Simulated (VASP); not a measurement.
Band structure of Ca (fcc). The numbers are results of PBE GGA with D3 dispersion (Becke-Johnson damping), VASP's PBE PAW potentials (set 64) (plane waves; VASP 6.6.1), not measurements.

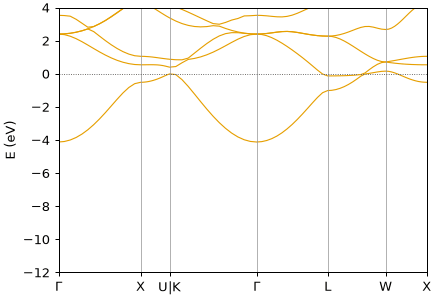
*Bands along high-symmetry lines, zero at the valence-band maximum or, without a gap, the Fermi level*

### Question
Read the plot: is there a gap, and where are the band edges?

### Answer
It has no gap at this level: it comes out as a metal or semimetal. (Edges off the drawn lines would not show.)

The compound is Ca in the fcc structure. It was relaxed first, which changed the volume by -8 %.
